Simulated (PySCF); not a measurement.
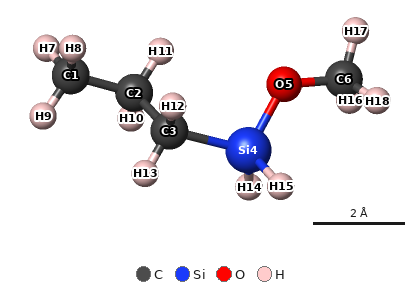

**Figure 1.** The structure (ball-and-stick view, seen at a tilt; atoms are numbered from 1 in the order of the input). Bond lengths as drawn: C–C 1.52 to 1.53 Å, C–H 1.10 to 1.11 Å, C–O 1.40 Å, C–Si 1.87 Å, H–Si 1.50 Å and O–Si 1.67 Å.

## Two runs on C₄H₁₂OSi

System: C₄H₁₂OSi.
Method of run 1: GIAO PBE0/STO-3G NMR shielding, non-relativistic, gas phase (PySCF 2.14.0).

The geometry comes from this level: PBE0-D3(BJ)/def2-SVP. Text and figures count atoms from 1; the logs count them from 0 in places.

### Input, run 1
```
{"job": {"kind": "nmr", "xc": "PBE0", "basis": "STO-3G", "pop": true}, "charge": 0, "multiplicity": 1}
C     -2.862075     0.125622    -0.073861
C     -1.398914     0.458765    -0.322329
C     -0.584483    -0.731214    -0.829203
Si     1.228836    -0.361851    -1.084726
O      1.821278     0.137477     0.394185
C      3.133552     0.567029     0.612225
H     -3.421746     1.001996     0.288154
H     -2.964770    -0.671072     0.680520
H     -3.353224    -0.228096    -0.994879
H     -1.327949     1.287393    -1.049030
H     -0.939852     0.837150     0.606504
H     -0.651088    -1.573535    -0.117304
H     -0.995956    -1.108305    -1.783649
H      1.434603     0.724851    -2.100045
H      1.972105    -1.575437    -1.558809
H      3.389371     1.452413    -0.000088
H      3.246555     0.845872     1.671383
H      3.874409    -0.224097     0.390157
```

The first line tells a small driver script what to run in PySCF; the rest is the geometry in Å.

Hardware: 1 CPU thread, shared host.

### Output (run 1)
```
coarse grid: 14496 points
cycle   1  E = -517.6744051743  dE =  2.281e-01  |g| = 5.433e-01  |ddm| = 4.857e+00
cycle   2  E = -517.6351480196  dE =  3.926e-02  |g| = 6.953e-01  |ddm| = 1.756e+00
cycle   3  E = -517.7769280154  dE = -1.418e-01  |g| = 3.643e-02  |ddm| = 9.903e-01
cycle   4  E = -517.7772681273  dE = -3.401e-04  |g| = 1.914e-02  |ddm| = 7.924e-02
cycle   5  E = -517.7773847361  dE = -1.166e-04  |g| = 2.188e-03  |ddm| = 2.920e-02
cycle   6  E = -517.7773863677  dE = -1.632e-06  |g| = 5.340e-04  |ddm| = 4.035e-03
final grid: 132432 points
cycle   7  E = -517.7385977336  dE = -5.585e-06  |g| = 5.007e-03  |ddm| = 1.535e-02
cycle   8  E = -517.7385986615  dE = -9.279e-07  |g| = 4.701e-03  |ddm| = 1.266e-02
cycle   9  E = -517.7386053470  dE = -6.685e-06  |g| = 3.028e-04  |ddm| = 6.352e-03
cycle  10  E = -517.7386053771  dE = -3.014e-08  |g| = 1.325e-05  |ddm| = 4.573e-04
cycle  11  E = -517.7386053772  dE = -5.753e-11  |g| = 8.584e-06  |ddm| = 3.765e-05
converged SCF energy = -517.7386053772

GIAO shielding tensors (ppm)
atom      isotropic    diamagn.    paramagn.     s11        s22        s33       span
  0 C      213.455     241.571     -28.116    205.208    206.142    229.016     23.808
  1 C      209.599     246.336     -36.737    197.822    209.501    221.475     23.653
  2 C      225.353     246.700     -21.347    213.661    221.700    240.699     27.038
  3 Si     537.642     869.744    -332.102    480.845    515.971    616.111    135.266
  4 O      436.055     388.018      48.038    344.500    454.134    509.533    165.033
  5 C      186.685     243.997     -57.312    162.986    164.836    232.234     69.248
  6 H       31.685      28.412       3.274     26.335     28.224     40.497     14.161
  7 H       31.833      29.851       1.981     26.667     29.666     39.166     12.499
  8 H       31.868      28.659       3.208     26.626     29.521     39.455     12.829
  9 H       31.857      32.845      -0.988     25.469     31.371     38.731     13.262
 10 H       31.599      34.270      -2.671     24.030     32.300     38.467     14.437
 11 H       32.069      33.346      -1.277     25.941     30.800     39.467     13.526
 12 H       32.410      31.849       0.561     25.823     30.543     40.863     15.040
 13 H       30.483      32.881      -2.398     26.531     28.388     36.529      9.997
 14 H       30.403      31.877      -1.474     26.167     27.958     37.084     10.917
 15 H       31.317      29.678       1.639     27.160     28.898     37.892     10.732
 16 H       30.589      29.810       0.779     26.265     27.582     37.919     11.653
 17 H       31.306      28.665       2.641     27.105     28.662     38.150     11.046
```

The input of run 2 differs as follows (lines with − go, lines with + come):
```diff
-"basis": "STO-3G"
+"basis": "6-311+G(2d,p)"
```

Predict how the results change.

The total energy of run 2 is 3975.6 kcal/mol lower, which measures the change of basis and not a stability. The HOMO goes from −3.83 to −7.92 eV. The LUMO goes from 7.41 to 0.26 eV. The dipole moment goes from 0.69 to 0.25 D. Of all shieldings, the largest change is that of Si4, by −187.1 ppm. Diffuse functions give room to the loosely bound empty orbitals, which lowers the LUMO. The SCF takes 14 iterations against 11. The basis functions go from 46 to 242.

### Output (run 2)
```
coarse grid: 14496 points
cycle   1  E = -523.9671998514  dE =  2.952e-01  |g| = 7.277e-01  |ddm| = 3.378e+00
cycle   2  E = -523.7968207270  dE =  1.704e-01  |g| = 1.183e+00  |ddm| = 1.979e+00
cycle   3  E = -524.0696157019  dE = -2.728e-01  |g| = 1.155e-01  |ddm| = 1.545e+00
cycle   4  E = -524.0717514200  dE = -2.136e-03  |g| = 5.062e-02  |ddm| = 1.323e-01
cycle   5  E = -524.0723590412  dE = -6.076e-04  |g| = 7.703e-03  |ddm| = 5.444e-02
cycle   6  E = -524.0723721057  dE = -1.306e-05  |g| = 2.321e-03  |ddm| = 8.678e-03
cycle   7  E = -524.0723733419  dE = -1.236e-06  |g| = 4.154e-04  |ddm| = 1.767e-03
final grid: 132432 points
cycle   8  E = -524.0740391547  dE = -5.221e-05  |g| = 1.041e-02  |ddm| = 6.282e-02
cycle   9  E = -524.0740206174  dE =  1.854e-05  |g| = 1.428e-02  |ddm| = 1.834e-02
cycle  10  E = -524.0740609194  dE = -4.030e-05  |g| = 1.579e-03  |ddm| = 1.095e-02
cycle  11  E = -524.0740614055  dE = -4.861e-07  |g| = 2.479e-04  |ddm| = 1.503e-03
cycle  12  E = -524.0740614188  dE = -1.327e-08  |g| = 7.870e-05  |ddm| = 2.848e-04
cycle  13  E = -524.0740614202  dE = -1.402e-09  |g| = 2.262e-05  |ddm| = 9.049e-05
cycle  14  E = -524.0740614203  dE = -1.148e-10  |g| = 4.290e-06  |ddm| = 2.171e-05
converged SCF energy = -524.0740614203

GIAO shielding tensors (ppm)
atom      isotropic    diamagn.    paramagn.     s11        s22        s33       span
  0 C      167.231     243.291     -76.061    153.632    159.734    188.325     34.693
  1 C      166.362     243.252     -76.890    157.156    167.828    174.101     16.945
  2 C      167.807     246.670     -78.863    153.950    166.386    183.086     29.136
  3 Si     350.495     878.329    -527.834    290.789    340.118    420.577    129.788
  4 O      326.039     389.289     -63.251    293.773    333.617    350.726     56.953
  5 C      133.809     236.015    -102.206    105.303    108.170    187.953     82.650
  6 H       30.291      29.106       1.185     25.884     27.688     37.300     11.416
  7 H       30.690      29.969       0.721     27.010     28.924     36.135      9.125
  8 H       30.677      29.906       0.771     27.083     28.753     36.197      9.114
  9 H       30.180      31.557      -1.377     24.940     30.239     35.362     10.423
 10 H       29.830      32.303      -2.473     23.765     30.988     34.737     10.972
 11 H       30.595      32.302      -1.707     27.054     29.695     35.037      7.983
 12 H       31.139      30.945       0.194     27.120     29.735     36.562      9.442
 13 H       26.486      29.419      -2.933     23.592     25.179     30.687      7.095
 14 H       26.396      28.842      -2.446     23.224     24.894     31.072      7.848
 15 H       28.021      26.763       1.258     24.142     25.712     34.210     10.068
 16 H       27.870      28.148      -0.278     23.783     25.676     34.152     10.369
 17 H       28.002      26.622       1.380     24.149     25.539     34.317     10.168
```

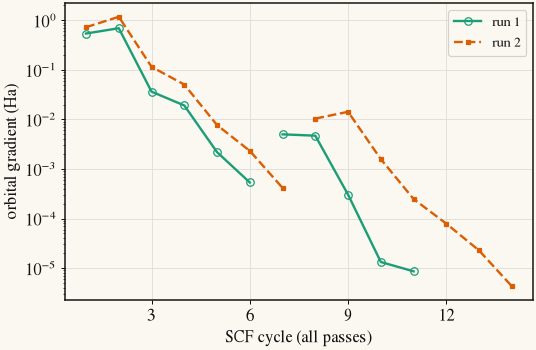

**Figure 2.** Convergence of the two runs: orbital gradient against the SCF cycle. A break in a curve parts two SCF passes (coarse and final grid). Run 1 takes 11 cycles in all, and run 2 takes 14.

### The two runs side by side

| quantity | run 1 | run 2 |
| --- | --- | --- |
| outcome | converged | converged |
| total energy (hartree) | −517.738605 | −524.074061 |
| HOMO (eV) | −3.83 | −7.92 |
| LUMO (eV) | 7.41 | 0.26 |
| dipole moment (D) | 0.69 | 0.25 |
| shielding of C1 (ppm) | 213.5 | 167.2 |
| shielding of C2 (ppm) | 209.6 | 166.4 |
| shielding of C3 (ppm) | 225.4 | 167.8 |
| shielding of Si4 (ppm) | 537.6 | 350.5 |
| shielding of O5 (ppm) | 436.1 | 326.0 |
| shielding of C6 (ppm) | 186.7 | 133.8 |
| shielding of H15 (ppm) | 30.4 | 26.4 |
| SCF iterations | 11 | 14 |
| basis functions | 46 | 242 |
| wall time (shared host) | 3.5 s | 27 s |
